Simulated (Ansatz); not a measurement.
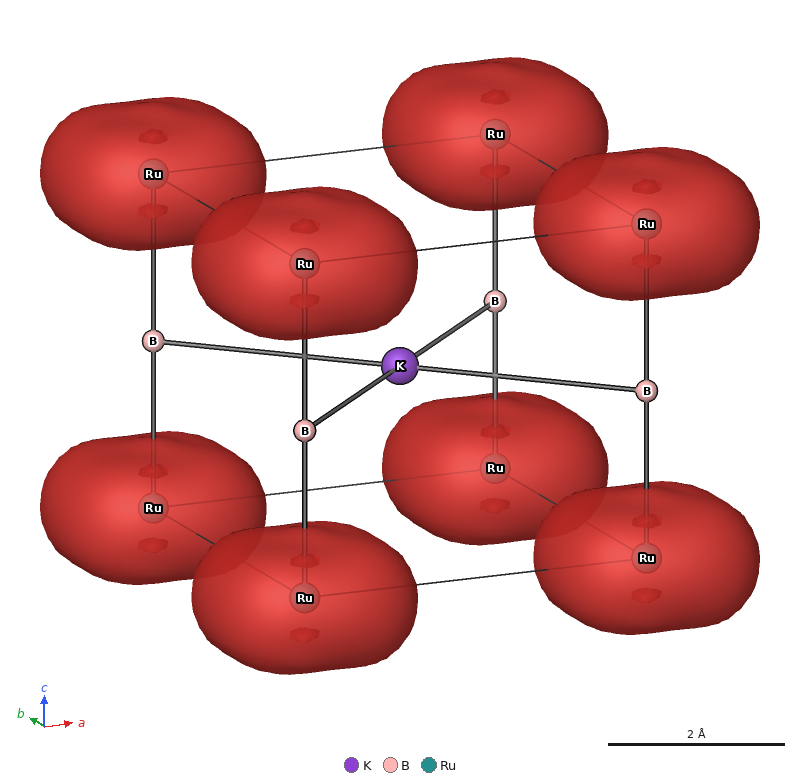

Figure 1: KBRu. Isosurfaces of the spin density (up minus down) at +0.03 (red) and −0.03 e/Å³ (blue), seen slightly off an axis. Sticks mark near contacts.

Space group P4/mmm; a structure generated by program, which may or may not match a known phase; spin-polarised.

The calculation used DFT PBE, scalar-relativistic, plane waves, PAW in Ansatz 0.2.0.

Where is the spin, and how is it ordered?

Answer. The spin density sits on Ru: +0.5 μB in one cell of 3 atoms, with smaller moments on other sites: B (up to −0.05 μB): parallel moments, as they must be, since the calculation's own cell holds one magnetic site. The cell of the calculation (3 atoms) carries 0.7 μB of net spin moment. Only one sign reaches the isovalue.
